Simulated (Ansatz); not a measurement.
**PBE0/def2-SVP (core potential) run of CH7GaSn (SMILES [CH3][SnH2][GaH2])**

What is the vertical ionisation energy of CH7GaSn at PBE0/def2-SVP (core potential)? 

The results are computed with Ansatz 0.2.0.

38 further runs of the same task are left out: 38 set aside as unsound or not needed.

## 1. Starting point

CH7GaSn has 10 atoms, charge 0, and is taken as a singlet. SMILES: `[CH3][SnH2][GaH2]`. Geometry: relaxed at PBE0-D4/def2-TZVP.

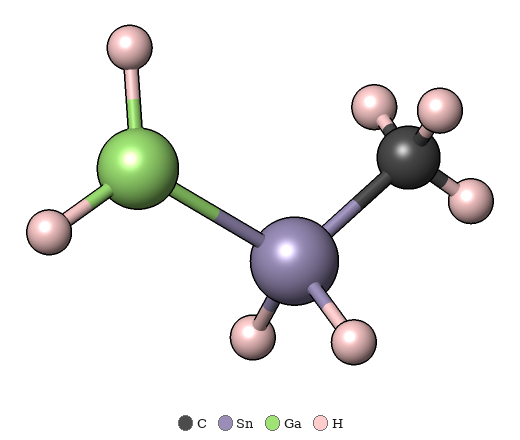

Viewed from a chosen angle; carbon dark grey, tin purple, gallium green, hydrogen pink.

## 2. The energy at PBE0/def2-SVP (core potential)

Input file job.yaml:

```yaml
crystal:
  periodic: [false, false, false]
  atoms:
    - {symbol: C, position_ang: [-1.630300, 0.570100, -0.523900]}
    - {symbol: Sn, position_ang: [0.239600, -0.482300, -0.646800]}
    - {symbol: Ga, position_ang: [1.786900, -0.142600, 1.442100]}
    - {symbol: H, position_ang: [-2.223300, 0.378200, -1.418300]}
    - {symbol: H, position_ang: [-2.188000, 0.236900, 0.351500]}
    - {symbol: H, position_ang: [-1.449600, 1.641800, -0.439900]}
    - {symbol: H, position_ang: [-0.106900, -2.150300, -0.863700]}
    - {symbol: H, position_ang: [1.039800, 0.025500, -2.078600]}
    - {symbol: H, position_ang: [1.310700, 0.711500, 2.677700]}
    - {symbol: H, position_ang: [3.221300, -0.788900, 1.499900]}
basis:
  gaussian: {orbitals: def2-SVP}
hamiltonian: {xc: {name: PBE0}}
output: {orbitals: {seedname: orbitals}}
accuracy: high
```

Run with:

```console
$ ansatz run job.yaml --threads 1 --pin off --max-ram 2610MiB --events-out events.jsonl --progress --plain --runs-dir runs
```

The log of the run:

```text
Warning: RAYON_NUM_THREADS=1 ignored (pool sized by the plan → 1); use --threads N
Functional definition: PBE0
  name "PBE0"
  parameter a = 0.25
  parameter kappa = 0.804
  parameter beta = 0.06672455060314922
  exchange = (1 - a)*pbe_x(kappa = kappa, mu = beta*pi^2/3) + a*exact_x
  correlation = pbe_c(beta = beta)
2479 factors; integrals over basis functions are off by at most 3.2e-8 eV
mean field evaluation 1: about -59339.0459 eV, gradient 4.6e1 eV
mean field evaluation 2: about -59335.6161 eV, gradient 5.6e1 eV
mean field evaluation 4: about -59343.9757 eV, gradient 9.1e-1 eV
mean field evaluation 8: about -59344.0763 eV, gradient 7.8e-2 eV
mean field evaluation 16: about -59344.0763 eV, gradient 5.9e-6 eV
mean field -59344.07628151 eV, -2180.8545784860 hartree, gradient 1.3e-8 eV, S^2 0.000000; 0 other end points of the search recorded, 0 dependent functions left out
reference -59344.07628485 eV, -2180.8545786086 hartree; 33, 33 occupied and 74, 74 virtual orbitals, 2479 factors
Total energy: -59344.07628485 eV, -2180.8545786086 hartree
```

Run time: 13 s. Hardware: 1 thread of Arm Neoverse V2, shared host; peak memory 0.44 GiB.

## 3. The doublet cation

Input file molecule.yaml:

```yaml
crystal:
  periodic: [false, false, false]
  atoms:
    - {symbol: C, position_ang: [-1.630300, 0.570100, -0.523900]}
    - {symbol: Sn, position_ang: [0.239600, -0.482300, -0.646800]}
    - {symbol: Ga, position_ang: [1.786900, -0.142600, 1.442100]}
    - {symbol: H, position_ang: [-2.223300, 0.378200, -1.418300]}
    - {symbol: H, position_ang: [-2.188000, 0.236900, 0.351500]}
    - {symbol: H, position_ang: [-1.449600, 1.641800, -0.439900]}
    - {symbol: H, position_ang: [-0.106900, -2.150300, -0.863700]}
    - {symbol: H, position_ang: [1.039800, 0.025500, -2.078600]}
    - {symbol: H, position_ang: [1.310700, 0.711500, 2.677700]}
    - {symbol: H, position_ang: [3.221300, -0.788900, 1.499900]}
basis:
  gaussian:
    orbitals: def2-SVP
total_charge: 1
magnetization:
  spin_polarized: true
  initial_magnetization: 1
hamiltonian:
  xc: {name: PBE0}
accuracy: high
output:
  orbitals: {seedname: orbitals}
```

Run with:

```console
$ ansatz run molecule.yaml --threads 1 --pin off --max-ram 2610MiB --events-out events.jsonl --progress --plain --runs-dir runs
```

The log of the run, cut to the lines that bear on the results:

```text
Warning: RAYON_NUM_THREADS=1 ignored (pool sized by the plan → 1); use --threads N
[... 7 set-up lines as earlier in the session ...]
2480 factors; integrals over basis functions are off by at most 3.2e-8 eV
mean field evaluation 1: about -59324.9106 eV, gradient 4.4e1 eV
mean field evaluation 2: about -59297.7062 eV, gradient 7.0e1 eV
mean field evaluation 4: about -59334.8681 eV, gradient 2.4e0 eV
mean field evaluation 8: about -59335.0131 eV, gradient 5.2e-1 eV
mean field evaluation 16: about -59335.0203 eV, gradient 7.9e-3 eV
mean field evaluation 32: about -59335.0203 eV, gradient 6.5e-7 eV
mean field -59335.02033676 eV, -2180.5217786547 hartree, gradient 5.1e-8 eV, S^2 0.753459; 2 other end points of the search recorded, 0 dependent functions left out
reference -59335.02034025 eV, -2180.5217787829 hartree; 33, 32 occupied and 74, 75 virtual orbitals, 2480 factors
Total energy: -59335.02034025 eV, -2180.5217787829 hartree
```

Run time: 30 s. Hardware: 1 thread of Arm Neoverse V2, shared host; peak memory 0.64 GiB.

## 4. Outcome

Level: PBE0/def2-SVP (core potential).

| quantity | value |
| --- | --- |
| singlet CH7GaSn: total energy | -2180.85458 Eh |
| singlet CH7GaSn: HOMO energy | -7.14 eV |
| singlet CH7GaSn: LUMO energy | -2.10 eV |
| singlet CH7GaSn: HOMO–LUMO gap | 5.03 eV |
| doublet cation: total energy | -2180.52178 Eh |
| doublet cation: HOMO energy (highest over α and β) | -13.22 eV |
| doublet cation: LUMO energy (lowest over α and β) | -10.95 eV |
| doublet cation: ⟨S²⟩ | 0.753 |
| vertical ionisation energy (to the doublet cation) | 9.056 eV |

The vertical ionisation energy comes to 9.06 eV (209 kcal/mol). The negative HOMO energy of the first species, 7.14 eV, lies 1.92 eV below that difference.
